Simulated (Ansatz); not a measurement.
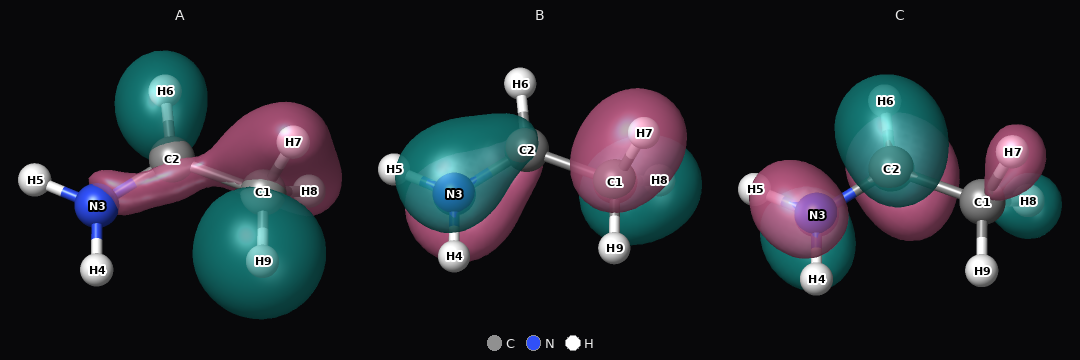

Figure 1: C$_{2}$H$_{6}$N (charge +1). Three frontier orbitals at ±0.15 Å⁻³ᐟ² (teal and pink are the two phases), in no order.

Geometry: PBE0-D4/def2-TZVP.

Level of theory: RKS PBE0-D4/def2-TZVPP in Ansatz.

```xyz
9

C     0.3686   -0.9071    0.5225
C     0.3217    0.3372   -0.2350
N    -0.7555    0.9646   -0.5233
H    -1.6651    0.6202   -0.2317
H    -0.7425    1.8290   -1.0538
H     1.2489    0.7839   -0.5908
H     1.0113   -0.7567    1.3985
H     0.8811   -1.6640   -0.0838
H    -0.6109   -1.2701    0.8308
```

### Which picture is the HOMO−1, the HOMO and the LUMO?

A is the HOMO−1 (−16.90 eV). By Hirshfeld shares it lies mainly on C1 (about 40 %), H9 (about 25 %), C2 (about 10 %) and H6 (about 10 %). B is the HOMO (−16.29 eV). Its weight (Hirshfeld) is mainly on N3 (about 35 %), C1 (about 25 %), H7 (about 10 %), H8 (about 10 %) and C2 (about 10 %). C is the LUMO (−7.50 eV). It lies mainly on C2 (about 50 %), N3 (about 25 %) and C1 (about 10 %); π-antibonding (π*) across C2–N3.

### What is the HOMO–LUMO gap?

8.79 eV between the orbital energies.
